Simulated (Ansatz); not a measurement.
# What NaSrH3 in R-3c, a phase reached by a soft mode distorts into, part 2 of 3

Which phase does NaSrH3 in R-3c, a phase reached by a soft mode fall into along its unstable mode, and how much energy does it gain?

Ansatz 0.2.0; DFT PBEsol, scalar-relativistic, plane waves, PAW; PAW set soft_1.

So far. Step 4 (The mode frozen in, largest atomic shift 0.6 Å): The run ends at a pressure of -2.08 GPa, with forces up to 0.42 eV/Å.

The structure was built from a prototype and need not be the compound's stable phase.

## (5) Energy along the mode, all amplitudes (two of the runs are shown above)

An imaginary frequency means negative curvature, so the energy should fall and then rise again as anharmonic terms take over.

This step gave:

| Quantity | Value |
| --- | --- |
| depth at the lowest point sampled | 16.46 meV/atom |
| largest atomic shift at that point | 0.6 Å |

Table of energy from the parent by largest atomic shift:

| largest atomic shift (Å) | energy from the parent (meV/atom) |
| --- | --- |
| 0.000 | 0 |
| 0.040 | -0.153 |
| 0.080 | -0.607 |
| 0.140 | -1.82 |
| 0.220 | -4.26 |
| 0.320 | -8.17 |
| 0.450 | -13.3 |
| 0.600 | -16.5 |

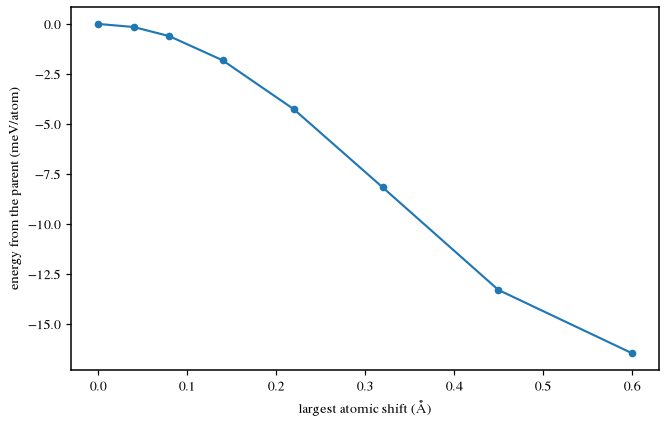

Energy from the parent, plotted against largest atomic shift.

Displacement at unit largest shift by atom:

| atom | x (Å) | y (Å) | z (Å) | size |
| --- | --- | --- | --- | --- |
| Na1 | 0.00 | 0.00 | 0.18 | 0.18 |
| Na2 | 0.00 | 0.00 | 0.18 | 0.18 |
| Sr3 | 0.00 | 0.00 | -0.02 | 0.02 |
| Sr4 | 0.00 | 0.00 | -0.02 | 0.02 |
| H5 | 0.47 | -0.27 | -0.84 | 1.00 |
| H6 | 0.47 | -0.27 | -0.84 | 1.00 |
| H7 | 0.00 | 0.55 | -0.84 | 1.00 |
| H8 | 0.00 | 0.55 | -0.84 | 1.00 |
| H9 | -0.47 | -0.27 | -0.84 | 1.00 |
| H10 | -0.47 | -0.27 | -0.84 | 1.00 |

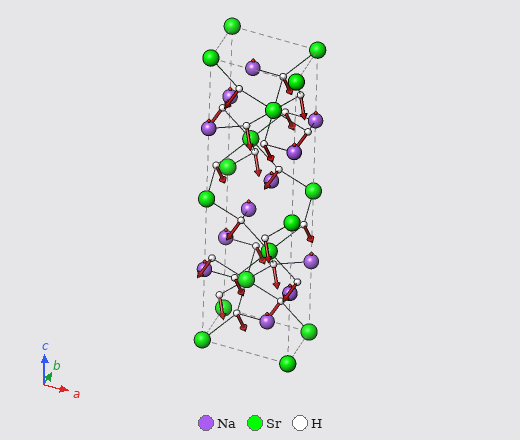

Displacement at unit largest shift as arrows, the longest 1.00 Å. Bonds to atoms that aren't drawn are left out. Some periodic images of atoms are drawn too.

The lowest of the steps tried is the last one, at 0.6 Å, 16.5 meV/atom below the parent; the bottom of the well need not coincide with a step.

## (6) Relaxing from the distorted cell

Starting from the lowest point found, all atoms and the cell are let go, so that strain and other modes of the same symmetry can join in.

input.yaml

```yaml
crystal:
  lattice:
    - [3.1020648747, 1.7909779904, 5.3919793483]
    - [-3.1020648747, 1.7909779904, 5.3919793483]
    - [0.0, -3.5819559809, 5.3919793483]
  atoms:
    - { symbol: Na, position: [0.2565197163, 0.2565197163, 0.2565197163] }
    - { symbol: Na, position: [0.7565197163, 0.7565197163, 0.7565197163] }
    - { symbol: Sr, position: [0.4993629877, 0.4993629877, 0.4993629877] }
    - { symbol: Sr, position: [-0.0006370123, -0.0006370123, -0.0006370123] }
    - { symbol: H, position: [0.6027782386, 0.1580727416, 0.8958238678] }
    - { symbol: H, position: [0.3958238678, 0.6580727416, 0.1027782386] }
    - { symbol: H, position: [0.8958238678, 0.6027782386, 0.1580727416] }
    - { symbol: H, position: [0.1027782386, 0.3958238678, 0.6580727416] }
    - { symbol: H, position: [0.1580727416, 0.8958238678, 0.6027782386] }
    - { symbol: H, position: [0.6580727416, 0.1027782386, 0.3958238678] }
kpoints:
  mp_grid: { grid: [6, 6, 6] }
hamiltonian:
  xc: pbesol
  pseudopotentials: { kind: paw, azcp: { folder: soft_1 }, xc_functional: pbe }
scf:
  occupations: { method: fixed }
output:
  forces: true
  stress: true
  eigenvalues: true
relax:
  adjacent_minimum: "off"
  f_tol: 0.002
  max_steps: 120
  cell: { stress_tol: 0.03 }
```

On the command line:

```sh
$ ansatz run input.yaml --threads 4 --pin off --max-ram 16384MiB --backend cpu --events-out ev --progress --plain --runs-dir out
```

Numbers of over 12 decimals in the logs are rounded to 6 here.

Output:

```text
[...]
Crystal: 10 atoms, lattice volume = 179.738 Å³
Basis set: ecut = 420 eV, 3493 PW (Γ), exchange–correlation on 90×90×90 points (8 copies of the dense FFT grid, shifted against one another)
Bands: 32, of which v1, the nominal top of the filled ones, is band 22 counted from 1 (21 counted from 0)
Symmetry: 6 space group operations
[...]
k-points: 32 of 216 (time reversal used)
[...]
SCF iter   1: F=—  HF=-10034.880214 eV  |F-HF|=—  |Δ(HF+E_count)|=         —  Δρ=4.93e-2  dr2=5.58e0  ethr=3.10e-3  ⟨swp⟩=6.1  Hψ=4380  notcnv=0  defer=228
[...]
SCF iter   8: F=-10033.059294 eV  HF=-10033.059294 eV  |F-HF|=6.61e-9  |Δ(HF+E_count)|=   2.23e-7  Δρ=2.35e-6  dr2=1.22e-8  ethr=2.27e-10  ⟨swp⟩=18.8  Hψ=8248  notcnv=0
SCF 1 converged in 8 iterations: F = -10033.059294 eV  dr2 = 1.22e-8
[...]
relax step   1: F+E_penalty+E_count = -10033.05929395 eV  Δ(F+E_penalty+E_count) = +0.000e0 eV  max|allowed force component| = 4.183e-1 eV/Å  Δτ_max = 0.0000 Å  P = -2.076 GPa  Ω = 179.738 Å³  (8 SCF iters, dr2 threshold 1.00e-7 eV, accepted)
Crystal: 10 atoms, lattice volume = 168.728 Å³
Basis set: ecut = 420 eV, 3305 PW (Γ), exchange–correlation on 90×90×90 points (8 copies of the dense FFT grid, shifted against one another)
[...]
iter 1 solved again at ethr=1.72e-4 eV; its pass at ethr=3.10e-3 eV (dr2=7.56e-2 eV) is discarded
[...]
SCF iter   6: F=-10033.273776 eV  HF=-10033.273776 eV  |F-HF|=1.95e-7  |Δ(HF+E_count)|=   2.64e-7  Δρ=1.02e-5  dr2=1.36e-7  ethr=2.27e-9  ⟨swp⟩=16.3  Hψ=7575  notcnv=0
SCF 2 converged in 6 iterations: F = -10033.273776 eV  dr2 = 1.36e-7
relax step   2: F+E_penalty+E_count = -10033.27377613 eV  Δ(F+E_penalty+E_count) = -2.145e-1 eV  max|allowed force component| = 3.477e-1 eV/Å  Δτ_max = 0.1949 Å  P = -0.038 GPa  Ω = 168.728 Å³  energy of the carried Pulay correction = +2.991e-3 eV  (6 SCF iters, dr2 threshold 1.00e-6 eV, accepted)
Crystal: 10 atoms, lattice volume = 166.062 Å³
Basis set: ecut = 420 eV, 3245 PW (Γ), exchange–correlation on 90×90×90 points (8 copies of the dense FFT grid, shifted against one another)
[...]
SCF iter   5: F=-10033.338251 eV  HF=-10033.338251 eV  |F-HF|=8.87e-8  |Δ(HF+E_count)|=   2.43e-6  Δρ=7.87e-6  dr2=1.49e-7  ethr=2.27e-9  ⟨swp⟩=15.7  Hψ=7165  notcnv=0
SCF 3 converged in 5 iterations: F = -10033.338251 eV  dr2 = 1.49e-7
[...]
relax step   3: F+E_penalty+E_count = -10033.33825063 eV  Δ(F+E_penalty+E_count) = -6.447e-2 eV  max|allowed force component| = 1.984e-1 eV/Å  Δτ_max = 0.0610 Å  P = -0.139 GPa  Ω = 166.062 Å³  energy of the carried Pulay correction = +3.744e-3 eV  (5 SCF iters, dr2 threshold 1.00e-6 eV, accepted)
[... from here on, the SCF cycles and remarks between the steps are left out ...]
relax step   4: F+E_penalty+E_count = -10033.41354157 eV  Δ(F+E_penalty+E_count) = -7.529e-2 eV  max|allowed force component| = 1.201e-1 eV/Å  Δτ_max = 0.0907 Å  P = +0.051 GPa  Ω = 158.791 Å³  energy of the carried Pulay correction = +5.857e-3 eV  (6 SCF iters, dr2 threshold 1.00e-6 eV, accepted)
relax step   5: F+E_penalty+E_count = -10033.42557737 eV  Δ(F+E_penalty+E_count) = -1.204e-2 eV  max|allowed force component| = 1.823e-1 eV/Å  Δτ_max = 0.0975 Å  P = +0.023 GPa  Ω = 153.434 Å³  energy of the carried Pulay correction = +7.474e-3 eV  (6 SCF iters, dr2 threshold 9.02e-7 eV, accepted)
relax step   6: F+E_penalty+E_count = -10033.44373101 eV  Δ(F+E_penalty+E_count) = -1.815e-2 eV  max|allowed force component| = 2.469e-2 eV/Å  Δτ_max = 0.0508 Å  P = +0.101 GPa  Ω = 151.501 Å³  energy of the carried Pulay correction = +8.070e-3 eV  (5 SCF iters, dr2 threshold 1.00e-6 eV, accepted)
relax step   7: F+E_penalty+E_count = -10033.44501601 eV  Δ(F+E_penalty+E_count) = -1.285e-3 eV  max|allowed force component| = 6.846e-3 eV/Å  Δτ_max = 0.0122 Å  P = -0.021 GPa  Ω = 152.261 Å³  energy of the carried Pulay correction = +7.835e-3 eV  (5 SCF iters, dr2 threshold 7.69e-8 eV, accepted)
relax step   8: F+E_penalty+E_count = -10033.44499313 eV  Δ(F+E_penalty+E_count) = +2.288e-5 eV  max|allowed force component| = 1.343e-2 eV/Å  Δτ_max = 0.0094 Å  P = +0.020 GPa  Ω = 152.086 Å³  energy of the carried Pulay correction = +7.889e-3 eV  (6 SCF iters, dr2 threshold 2.93e-9 eV, rejected (line search))
relax step   9: F+E_penalty+E_count = -10033.44521692 eV  Δ(F+E_penalty+E_count) = -2.009e-4 eV  max|allowed force component| = 2.795e-3 eV/Å  Δτ_max = 0.0046 Å  P = -0.001 GPa  Ω = 152.016 Å³  energy of the carried Pulay correction = +7.911e-3 eV  (7 SCF iters, accepted)
relax step  10: F+E_penalty+E_count = -10033.44524704 eV  Δ(F+E_penalty+E_count) = -3.013e-5 eV  max|allowed force component| = 4.242e-3 eV/Å  Δτ_max = 0.0035 Å  P = -0.006 GPa  Ω = 151.912 Å³  energy of the carried Pulay correction = +7.943e-3 eV  (6 SCF iters, dr2 threshold 4.88e-10 eV, rejected (line search))
relax step  11: F+E_penalty+E_count = -10033.44525276 eV  Δ(F+E_penalty+E_count) = -3.584e-5 eV  max|allowed force component| = 7.366e-4 eV/Å  Δτ_max = 0.0018 Å  P = -0.000 GPa  Ω = 151.936 Å³  energy of the carried Pulay correction = +7.935e-3 eV  (6 SCF iters, accepted)
relax step  12: F+E_penalty+E_count = -10033.44067842 eV  Δ(F+E_penalty+E_count) = +4.574e-3 eV  max|allowed force component| = 8.426e-4 eV/Å  Δτ_max = 0.0000 Å  P = -0.030 GPa  Ω = 151.936 Å³  stress off target by 3.80e-2 GPa  SCF on the basis re-selected at this cell (its energy is not comparable with the rows above)  (5 SCF iters)
relax step  13: F+E_penalty+E_count = -10033.44085756 eV  Δ(F+E_penalty+E_count) = -1.791e-4 eV  max|allowed force component| = 2.079e-3 eV/Å  Δτ_max = 0.0045 Å  P = +0.017 GPa  Ω = 151.510 Å³  energy of the carried Pulay correction = +1.345e-4 eV  (5 SCF iters, dr2 threshold 3.61e-9 eV, accepted)
relax step  14: F+E_penalty+E_count = -10033.44019583 eV  Δ(F+E_penalty+E_count) = +6.617e-4 eV  max|allowed force component| = 1.832e-2 eV/Å  Δτ_max = 0.0112 Å  P = -0.129 GPa  Ω = 151.654 Å³  energy of the carried Pulay correction = +8.674e-5 eV  (7 SCF iters, dr2 threshold 2.70e-10 eV, rejected (line search))
relax step  15: F+E_penalty+E_count = -10033.44086065 eV  Δ(F+E_penalty+E_count) = -3.090e-6 eV  max|allowed force component| = 1.263e-4 eV/Å  Δτ_max = 0.0011 Å  P = +0.000 GPa  Ω = 151.530 Å³  energy of the carried Pulay correction = +1.280e-4 eV  (8 SCF iters, accepted)
[...]
SCF iter   1: F=—  HF=-10033.440723 eV  |F-HF|=—  |Δ(HF+E_count)|=         —  Δρ=5.61e-6  dr2=5.42e-9  ethr=1.26e-7  ⟨swp⟩=4.2  Hψ=7266  notcnv=0  defer=255
eigensolver tolerance schedule: the retry pair's looser diagonalisation over-reported the residual by 10244.66 of it (diagonalisation noise at 0.72 of the residual, at the tolerance the schedule requests for it); recorded, not acted on — ethr = c·dr2/N_el stays at c = 1.0e-1
[...]
SCF iter   2: F=—  HF=-10033.440716 eV  |F-HF|=—  |Δ(HF+E_count)|=   7.71e-6  Δρ=3.04e-6  dr2=1.87e-9  ethr=1.23e-11  ⟨swp⟩=4.3  Hψ=2611  notcnv=0  defer=254
[...]
SCF iter   5: F=-10033.440716 eV  HF=-10033.440716 eV  |F-HF|=1.09e-11  |Δ(HF+E_count)|=  2.69e-10  Δρ=1.13e-7  dr2=4.93e-12  ethr=1.00e-12  ⟨swp⟩=17.5  Hψ=7552  notcnv=0
SCF 16 converged in 5 iterations: F = -10033.440716 eV  dr2 = 4.93e-12
relax step  16: F+E_penalty+E_count = -10033.44071572 eV  Δ(F+E_penalty+E_count) = +1.449e-4 eV  max|allowed force component| = 1.295e-4 eV/Å  Δτ_max = 0.0000 Å  P = -0.000 GPa  Ω = 151.530 Å³  stress off target by 1.09e-3 GPa  SCF on the basis re-selected at this cell (its energy is not comparable with the rows above)  (5 SCF iters)
[...]
SCF converged after 5 iterations
Free energy (F): -10033.440716 eV
[...]
Internal energy: -10033.440716 eV  (E = F + TS)
E sigma→0 (E₀):  -10033.440716 eV
Fermi energy:    2.578728 eV
[...]
--- Forces (eV/Å), atoms counted from 1 ---
  atom   1  Na     0.00000000     0.00000000    -0.00002613
  atom   2  Na     0.00000000     0.00000000    -0.00002613
  atom   3  Sr    -0.00000000    -0.00000000     0.00010829
  atom   4  Sr     0.00000000    -0.00000000     0.00010829
  atom   5  H      0.00002881    -0.00012953    -0.00002721
  atom   6  H      0.00012658     0.00003982    -0.00002721
  atom   7  H      0.00009778     0.00008972    -0.00002721
  atom   8  H     -0.00009778     0.00008972    -0.00002721
  atom   9  H     -0.00012658     0.00003982    -0.00002721
  atom  10  H     -0.00002881    -0.00012953    -0.00002721
  max |Σ_I F_I| component: 1.05e-6 eV/Å
--- Stress (GPa, compression-positive) ---
        0.000217      -0.000000       0.000000
       -0.000000       0.000217       0.000000
       -0.000000       0.000000      -0.001090
  P = ⅓ Tr σ = -0.0002 GPa (-0.002 kbar)
--- Band table (eV; the first three rows and the last of 32) ---
  k-point 0: bands = [... 18 lower, 1.5894, 2.0136, 2.5787, 2.5787, 6.5851, 6.5851, 7.1464, 8.2889, ... 6 higher]
  k-point 1: bands = [... 18 lower, 1.6610, 2.0185, 2.4749, 2.5354, 6.4327, 6.5678, 7.0475, 8.1815, ... 6 higher]
  k-point 2: bands = [... 18 lower, 1.8393, 2.0493, 2.3130, 2.4192, 6.2609, 6.5217, 6.9418, 7.3772, ... 6 higher]
  k-point 31: bands = [... 18 lower, 2.1301, 2.1301, 2.1301, 2.1301, 6.5365, 6.5365, 7.2900, 7.2900, ... 6 higher]
--- Relaxed structure (14 steps of the walk, 11 accepted, 2 SCFs on fresh bases) ---
  F+E_penalty+E_count = -10033.44071572 eV   max|allowed force component| = 1.295e-4 eV/Å   (the final SCF, on the basis selected at the relaxed cell)
  cell:  # Å, volume = 151.5296 Å³
    - [3.007493, 1.736377, 4.836124]
    - [-3.007493, 1.736377, 4.836124]
    - [0, -3.472754, 4.836124]
  atoms:
    - { symbol: Na, position: [0.273912, 0.273912, 0.273912] }
    - { symbol: Na, position: [0.773912, 0.773912, 0.773912] }
    - { symbol: Sr, position: [0.507446, 0.507446, 0.507446] }
    - { symbol: Sr, position: [0.00744623, 0.00744623, 0.00744623] }
    - { symbol: H, position: [0.576608, 0.135194, 0.919397] }
    - { symbol: H, position: [0.419397, 0.635194, 0.076608] }
    - { symbol: H, position: [0.919397, 0.576608, 0.135194] }
    - { symbol: H, position: [0.076608, 0.419397, 0.635194] }
    - { symbol: H, position: [0.135194, 0.919397, 0.576608] }
    - { symbol: H, position: [0.635194, 0.076608, 0.419397] }
```

Wall time 58 s (4 threads of Arm Neoverse V2, shared host); peak memory 0.54 GiB; 3.8 min of CPU time.

The steps of the relaxation:

| step | energy less that of the first step (eV) | largest force component (eV/Å) | pressure (GPa) | volume (Å³) |
| --- | --- | --- | --- | --- |
| 1 | 0.0000 | 0.4183 | -2.08 | 179.74 |
| 2 | -0.2145 | 0.3477 | -0.04 | 168.73 |
| 3 | -0.2790 | 0.1984 | -0.14 | 166.06 |
| 4 | -0.3542 | 0.1201 | 0.05 | 158.79 |
| 5 | -0.3663 | 0.1823 | 0.02 | 153.43 |
| 6 | -0.3844 | 0.0247 | 0.10 | 151.50 |
| 7 | -0.3857 | 0.0068 | -0.02 | 152.26 |
| 8 | -0.3857 | 0.0134 | 0.02 | 152.09 |
| 9 | -0.3859 | 0.0028 | 0.00 | 152.02 |
| 10 | -0.3860 | 0.0042 | -0.01 | 151.91 |
| 11 | -0.3860 | 0.0007 | 0.00 | 151.94 |
| 12* | -0.3814 | 0.0008 | -0.03 | 151.94 |
| 13 | -0.3816 | 0.0021 | 0.02 | 151.51 |
| 14 | -0.3809 | 0.0183 | -0.13 | 151.65 |
| 15 | -0.3816 | 0.0001 | 0.00 | 151.53 |
| 16* | -0.3814 | 0.0001 | 0.00 | 151.53 |

Relaxation steps marked * repeat the geometry before them on a plane-wave basis chosen anew for their cell, so energy and pressure can jump there. Relaxation steps 8, 10, 14 were tried and not accepted.

The run keeps the 6 symmetry operations that it works with, so distortions that break them were not tested.

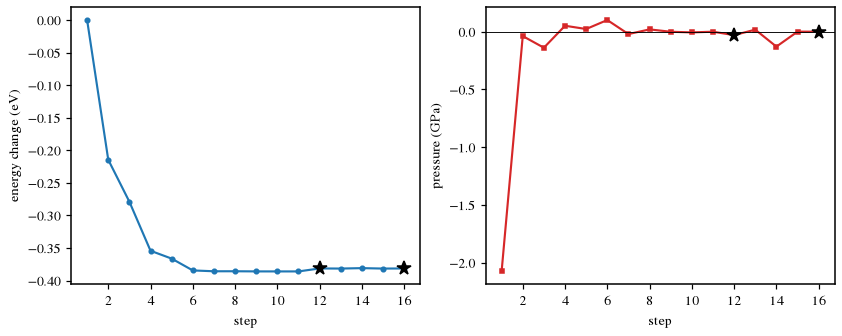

Energy and pressure along the relaxation. Stars mark steps on a basis chosen anew.

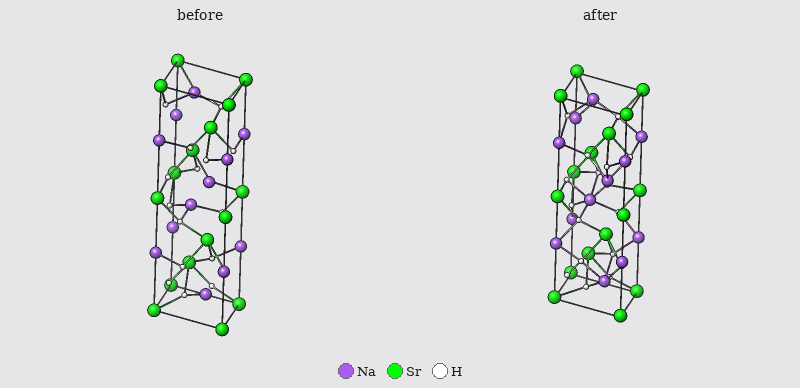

Before and after, at one scale. Bonds to atoms that aren't drawn are left out.

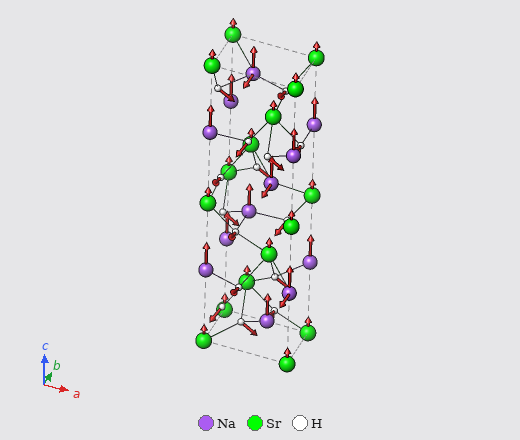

Displacements in the relaxation, exaggerated, measured against the changing cell; the longest in the cell stands for 0.25 Å. Bonds to atoms that aren't drawn are left out. Some periodic images of atoms are drawn too.

| conventional cell, symmetrised | before | after | change |
| --- | --- | --- | --- |
| a (Å) | 6.204 | 6.015 | -3.0 % |
| b (Å) | 6.204 | 6.015 | -3.0 % |
| c (Å) | 16.176 | 14.508 | -10.3 % |
| volume (Å³/atom) | 17.97 | 15.15 | -15.7 % |

The atoms that moved most (Å, as changes of fractional coordinates times the final cell):

| atom | dx | dy | dz | length |
| --- | --- | --- | --- | --- |
| Na2 | 0.000 | 0.000 | 0.252 | 0.252 |
| Na1 | 0.000 | 0.000 | 0.252 | 0.252 |
| H8 | -0.150 | 0.075 | -0.123 | 0.208 |
| H7 | 0.150 | 0.075 | -0.123 | 0.208 |
| H10 | 0.010 | -0.167 | -0.123 | 0.208 |
| H5 | -0.010 | -0.167 | -0.123 | 0.208 |
| H9 | -0.140 | 0.092 | -0.123 | 0.208 |
| H6 | 0.140 | 0.092 | -0.123 | 0.208 |

This step gave:

```yaml
pressure: -2.19e-4 GPa
gap_on_the_k_mesh: 3.294 eV
volume_per_atom: 15.15 Å³
```

The distorted start has space group R3c; the relaxation ends in R3c.

## (7) The new phase in its own primitive cell

The relaxed structure is symmetrised, reduced to its primitive cell and relaxed tightly, as its phonons need.

input.yaml

```yaml
crystal:
  lattice:
    - [3.0074934252, 1.7363771386, 4.8361236971]
    - [-3.0074934252, 1.7363771386, 4.8361236971]
    - [0.0, -3.4727542773, 4.8361236971]
  atoms:
    - { symbol: Na, position: [0.2739117497, 0.2739117497, 0.2739117497] }
    - { symbol: Na, position: [0.7739117497, 0.7739117497, 0.7739117497] }
    - { symbol: Sr, position: [0.5074462256, 0.5074462256, 0.5074462256] }
    - { symbol: Sr, position: [0.0074462256, 0.0074462256, 0.0074462256] }
    - { symbol: H, position: [0.5766080579, 0.135194277, 0.9193972417] }
    - { symbol: H, position: [0.4193972417, 0.635194277, 0.0766080579] }
    - { symbol: H, position: [0.9193972417, 0.5766080579, 0.135194277] }
    - { symbol: H, position: [0.0766080579, 0.4193972417, 0.635194277] }
    - { symbol: H, position: [0.135194277, 0.9193972417, 0.5766080579] }
    - { symbol: H, position: [0.635194277, 0.0766080579, 0.4193972417] }
kpoints:
  mp_grid: { grid: [6, 6, 6] }
hamiltonian:
  xc: pbesol
  pseudopotentials: { kind: paw, azcp: { folder: soft_1 }, xc_functional: pbe }
scf:
  occupations: { method: fixed }
output:
  forces: true
  stress: true
  eigenvalues: true
relax:
  adjacent_minimum: "off"
  f_tol: 0.001
  max_steps: 60
  cell: { stress_tol: 0.01 }
```

Output:

```text
[...]
Crystal: 10 atoms, lattice volume = 151.530 Å³
Basis set: ecut = 420 eV, 2945 PW (Γ), exchange–correlation on 80×80×80 points (8 copies of the dense FFT grid, shifted against one another)
Bands: 32, of which v1, the nominal top of the filled ones, is band 22 counted from 1 (21 counted from 0)
Symmetry: 6 space group operations
[...]
k-points: 32 of 216 (time reversal used)
[...]
- { symbol: Sr, position: [0.00744623, 0.00744623, 0.00744623] }
    - { symbol: H, position: [0.5766080579, 0.135194, 0.9193972417] }
    - { symbol: H, position: [0.419397, 0.635194, 0.076608] }
    - { symbol: H, position: [0.9193972417, 0.5766080579, 0.135194] }
    - { symbol: H, position: [0.076608, 0.419397, 0.635194277] }
    - { symbol: H, position: [0.135194, 0.919397, 0.5766080579] }
    - { symbol: H, position: [0.635194, 0.076608, 0.419397] }
[key lines of the parts left out:]
SCF converged after 6 iterations
Free energy (F): -10033.440716 eV
Fermi energy:    2.578728 eV
P = ⅓ Tr σ = -0.0002 GPa (-0.002 kbar)
```

Elapsed: 8 s, on 4 threads; peak memory 0.47 GiB; 31 s of CPU time.

Little changed from the start: no atom moved by 0.005 Å and no cell edge by 0.1 %.

This step gave:

```
pressure           : -2.18e-4 GPa
direct gap on mesh : 3.372 eV
```

The largest force component left is 0.13 meV/Å and the pressure is 0.000 GPa, within the tolerances set. The cell now holds 15.15 Å³/atom.

(Part 2 of 3 ends here.)

[Logs are printed without paths, hosts, clocks, repeated set-up lines and the standing remarks that a program may print on its own settings, such as how far it seeks lower states.]

[Hosts, paths, dates, database ids (printed as entryN), source tags and the programs' standing remarks are cut or masked in the printed files.]
